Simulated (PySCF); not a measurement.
# MP2/cc-pVDZ run of [GaH2F2]− (SMILES [F][GaH2-][F])

Aim: the vertical ionisation energy of [GaH2F2]− at MP2/cc-pVDZ, from 2 runs. The job is set up through a Python script.

Program for the calculation: PySCF 2.14.0.

### Step 1. The structure to begin with

The species is [GaH2F2]− (5 atoms), meant as a singlet with charge -1. As SMILES, `[F][GaH2-][F]`. Geometry: a GFN2-xTB relaxation, a rough one for these elements and not checked as a minimum.

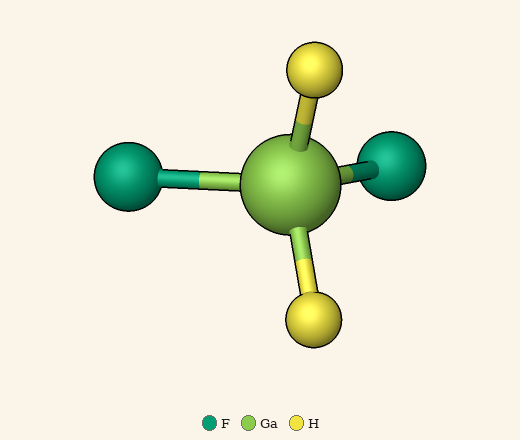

Viewed from a chosen angle; fluorine teal, gallium green, hydrogen yellow.

### Step 2. The energy at MP2/cc-pVDZ

File input.xyz:

```xyz
5

F     -0.274910    -0.534640     1.633010
Ga     0.069440    -0.037490    -0.057030
F     -1.087530     1.262430    -0.501770
H     -0.208340    -1.257870    -0.979630
H      1.501350     0.567570    -0.094580
```

File calc.py:

```python
# [F][GaH2-][F]
from pyscf import gto, mp

mol = gto.Mole()
mol.atom = 'input.xyz'
mol.max_memory = 1860
mol.basis = 'cc-pvdz'
mol.verbose = 3
mol.charge = -1
mol.build()

hf = mol.RHF()
hf.conv_tol = 1e-10
hf.kernel()
if not hf.converged:
    hf = hf.newton().run(hf.mo_coeff, hf.mo_occ)

pt = mp.MP2(hf, frozen=11).run()
e_final = pt.e_tot
print('Final energy', e_final)
```

Launch:

```bash
$ OMP_NUM_THREADS=1 python calc.py
```

The log of the run:

```text
converged SCF energy = -2123.38390246283
E(RMP2) = -2123.86449501982  E_corr = -0.480592556992197
E(SCS-RMP2) = -2123.85267235596  E_corr = -0.468769893136999
Final energy -2123.8644950198177
```

Run time: 1.5 s. Hardware: 1 thread of Arm Neoverse V1, shared host; peak memory 0.14 GiB.

### Step 3. Doublet neutral GaH2F2, same level

File calc.py:

```python
from pyscf import gto, scf, mp

mol = gto.Mole()
mol.atom = '''
F     -0.519505    -1.010323     3.085942
Ga     0.131223    -0.070846    -0.107771
F     -2.055134     2.385647    -0.948208
H     -0.393706    -2.377030    -1.851232
H      2.837140     1.072552    -0.178730
'''
mol.basis = 'cc-pvdz'
mol.unit = 'bohr'
mol.verbose = 4
mol.max_memory = 1860
mol.spin = 1
mol.build()

mf = scf.UHF(mol)
mf.conv_tol = 1e-10
mf.kernel()
if not mf.converged:
    mf = mf.newton().run(mf.mo_coeff, mf.mo_occ)

pt = mp.MP2(mf, frozen=11).run()
etot = pt.e_tot
print('E = %.10f Eh' % etot)
```

Launch:

```bash
$ OMP_NUM_THREADS=1 python calc.py
```

The log of the run:

```text
PySCF version 2.14.0

[... 97 lines left out ...]
converged SCF energy = -2123.20986878412  <S^2> = 0.81566039  2S+1 = 2.0646166
[... 1 line left out ...]
******** <class 'pyscf.mp.ump2.UMP2'> ********
nocc = (np.int64(15), np.int64(14)), nmo = (54, 54)
frozen orbitals 11
E(UMP2) = -2123.68250237025  E_corr = -0.472633586123837
E(SCS-UMP2) = -2123.66667968596  E_corr = -0.456810901840562
E_corr(same-spin) = -0.12732623250928
E_corr(oppo-spin) = -0.345307353614557
E = -2123.6825023702 Eh
```

Run time: 1.9 s. Hardware: 1 thread of Arm Neoverse V1, shared host; peak memory 0.15 GiB.

### Step 4. What came out

At MP2/cc-pVDZ, 11 core orbitals frozen:

| quantity | value |
| --- | --- |
| singlet [GaH2F2]−: total energy | -2123.86450 Eh |
| singlet [GaH2F2]−: HOMO energy (Hartree–Fock orbitals) | -5.65 eV |
| singlet [GaH2F2]−: LUMO energy (Hartree–Fock orbitals) | 9.22 eV |
| singlet [GaH2F2]−: HOMO–LUMO gap (to an unbound level, set by the basis) | 14.87 eV |
| singlet [GaH2F2]−: correlation energy (11 core orbitals frozen) | -480.6 mEh |
| doublet neutral GaH2F2: total energy | -2123.68250 Eh |
| doublet neutral GaH2F2: dipole moment (Hartree–Fock density) | 4.78 D |
| doublet neutral GaH2F2: HOMO energy (Hartree–Fock orbitals) (highest over α and β) | -12.94 eV |
| doublet neutral GaH2F2: LUMO energy (Hartree–Fock orbitals) (lowest over α and β) | -3.86 eV |
| doublet neutral GaH2F2: correlation energy (11 core orbitals frozen) | -472.6 mEh |
| doublet neutral GaH2F2: ⟨S²⟩ of the reference determinant | 0.816 |
| vertical detachment energy (to the doublet neutral) | 4.952 eV |

The vertical ionisation energy comes to 4.95 eV (478 kJ/mol). Mulliken charges (singlet [GaH2F2]−) of the mean-field density run from -0.63 on F3 to +0.95 on Ga2; they depend strongly on the basis.
